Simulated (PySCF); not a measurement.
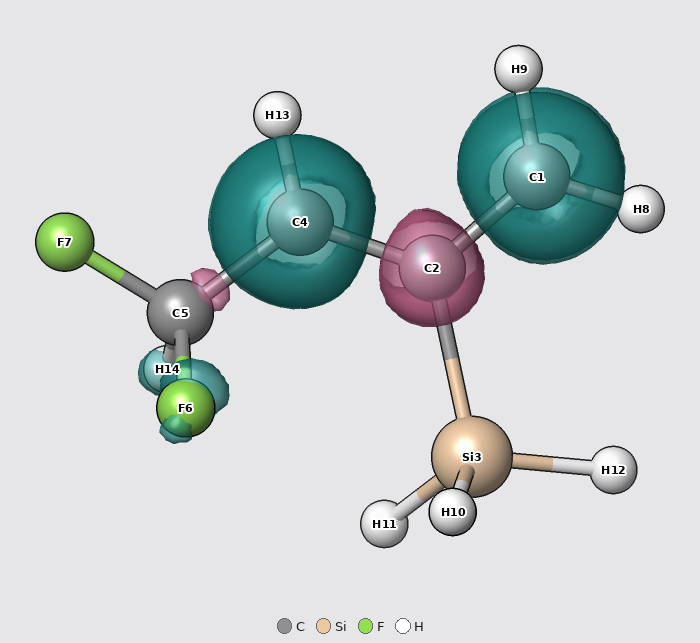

Figure 1: C4H7F2Si (SMILES C=C([SiH3])[CH]C(F)F) (doublet). Isosurfaces of the spin density at +0.03 (teal) and −0.03 e/Å³ (pink), seen across its widest extent.

Geometry: GFN2-xTB.

Method: PySCF 2.14.0, density-fitted response routines, UKS B3LYP, pcH-1 on C F H Si, non-relativistic, mean-field spin-orbit, GIAO.

```xyz
14

C    -1.1135   -1.7711    0.0434
C    -0.4137   -0.5895   -0.0206
Si   -1.3307    1.0152   -0.4753
C     0.9381   -0.5827    0.2709
C     1.7771    0.6407    0.2556
F     1.2425    1.6480    1.0120
F     3.0054    0.3992    0.7750
H    -2.1629   -1.8118   -0.1836
H    -0.6365   -2.6957    0.3257
H    -1.5900    1.7862    0.7355
H    -0.5180    1.7745   -1.4288
H    -2.5840    0.6133   -1.1167
H     1.4583   -1.4906    0.5407
H     1.9272    1.0638   -0.7559
```

Where is the unpaired spin?

The unpaired spin (1 electron) lies mostly on C4 (about 0.4) and C1 (about 0.4), in electrons by Hirshfeld's partition.
